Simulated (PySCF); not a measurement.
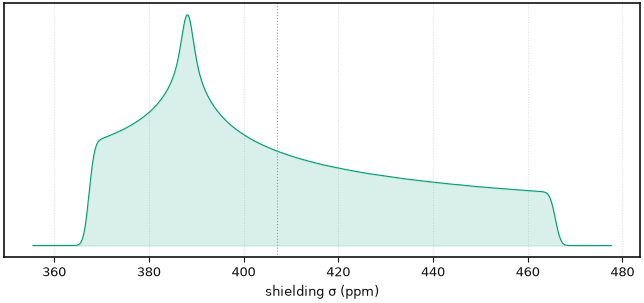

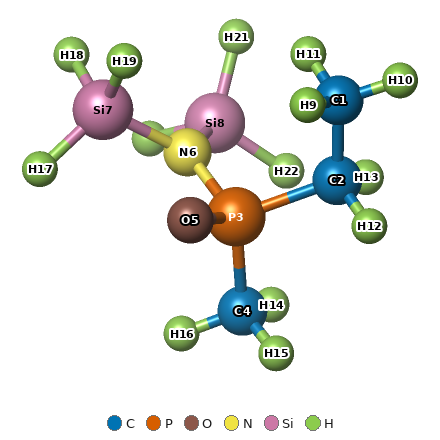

Static powder pattern (²⁹Si) from GIAO shielding tensors of C₃H₁₄NOPSi₂, SMILES CC[P@@](C)(=O)N([SiH3])[SiH3], PBE0/pcSseg-1 (IEF-PCM benzene) with PySCF 2.14.0, at a PBE0-D3(BJ)/def2-SVP geometry (no frequency check); absolute shielding, one fixed geometry of the isolated molecule without any motion, no dipolar terms. The dotted line is the isotropic value; skew is 3(σiso − σ22)/span.

Q: The pattern belongs to Si8. Give the principal values, span and skew.

A: Si8: σ11, σ22, σ33 = 367, 388, 466 ppm, isotropic 407, span 98 ppm, skew 0.58.

Note: one conformer of a flexible molecule.
